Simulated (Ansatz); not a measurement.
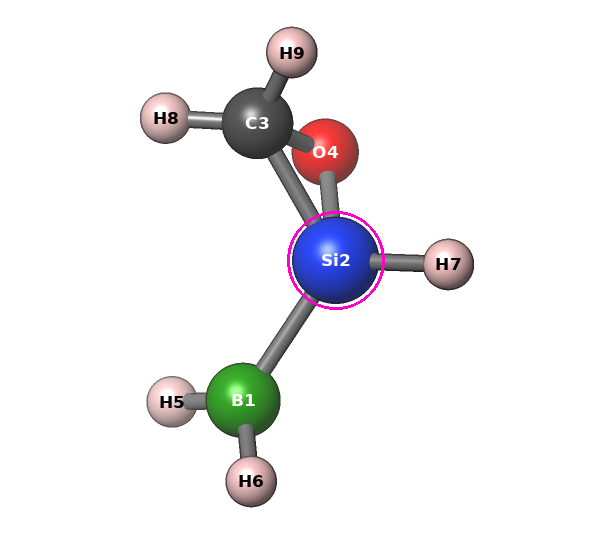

Distant atoms are faded towards the background colour. Circles mark the stereogenic atoms. The geometry was computed by an optimisation with PBE0-D4/def2-TZVP.

**What are the Cahn–Ingold–Prelog descriptors?**

Si2: R (priorities O4 > C3 > B1 > H7).

**Give a SMILES with the stereochemistry.**

B[Si@@H]1CO1
